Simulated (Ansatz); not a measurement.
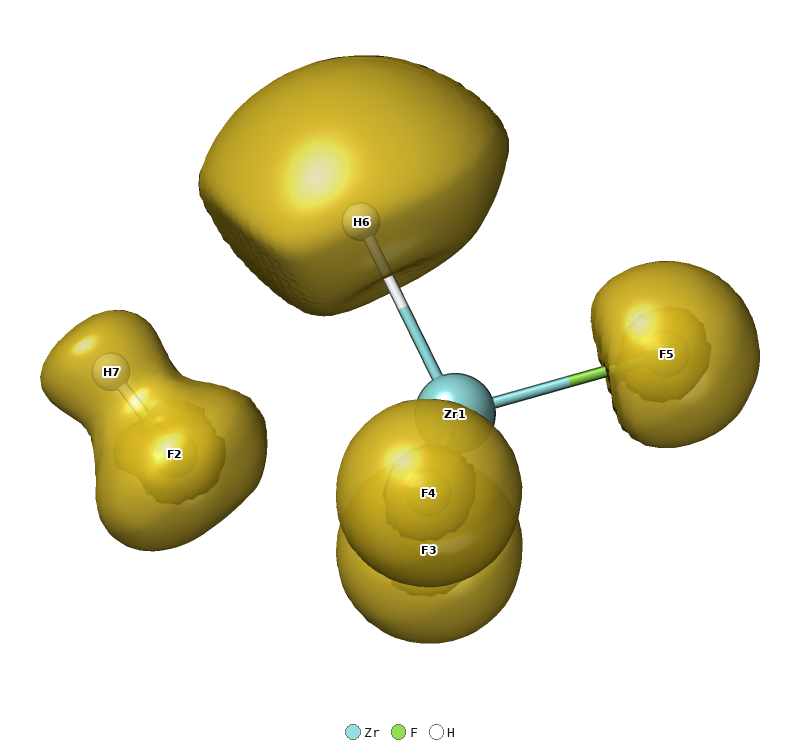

*F3HZr···HF. Isosurface of the ELF at 0.75 (yellow), seen from one side. Core shells and regions of very low density are left out.*

Core potentials replace the inner electrons of Zr.

The calculation used RHF/def2-SVP (Ansatz 0.2.0).

```yaml
atoms:
  - { symbol: Zr, position_ang: [-0.4503, -0.1788, -0.2761] }
  - { symbol: F, position_ang: [-0.2570, 0.7887, 1.9656] }
  - { symbol: F, position_ang: [1.3606, -0.6081, 0.1464] }
  - { symbol: F, position_ang: [-0.9113, 1.6394, -0.6275] }
  - { symbol: F, position_ang: [-0.7773, -1.0754, -1.9190] }
  - { symbol: H, position_ang: [-1.6864, -1.0473, 0.8199] }
  - { symbol: H, position_ang: [-0.7999, 0.4815, 2.6286] }
```

**Describe the localisation domains.**

The ELF exceeds this value in one region around a hydrogen nucleus, three regions wrapped around F (the valence shell of each) and one joined region spread over several atoms (F, H), in which their bonds and any lone pairs are merged. Profiles from the grid: Zr1···F2 (2.45 Å): the ELF dips to about 0.05 between them. Zr–F (1.90 Å): the ELF peaks at about 0.85 in the valence shell of F, 0.5 Å from its nucleus, and drops to about 0.20 between the two atoms.
